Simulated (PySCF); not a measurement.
Vertical excitations of a molecule C2H10N2Si2 from TDA-CAM-B3LYP/def2-SVPD in PySCF, as energy in eV (oscillator strength): 5.77 (0.009), 5.86 (0.021), 6.20 (0.063), 6.24 (0.037), 6.43 (0.059), 6.51 (0.121). Lowest triplet (TDA): 5.23 eV. Coordinates come from a B3LYP-D3(BJ)/def2-SVP optimisation. One conformer was computed; it need not be the lowest.

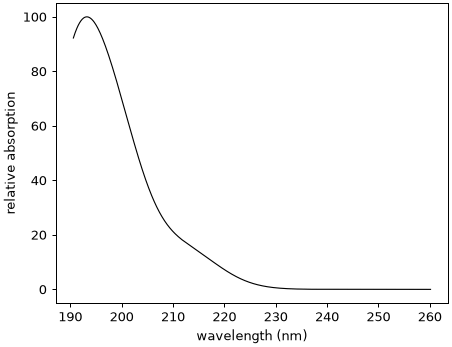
*The lines broadened by 0.4 eV.*

Identify the compound among the candidates.
A. C[Si@@H]1NC[SiH2]N1
B. CN[Si@@H]1NC[SiH2]1
C. [SiH3]/N=C\CN[SiH3]
D. C[Si@H]1NC[Si@@H]1N

B, CN[Si@@H]1NC[SiH2]1
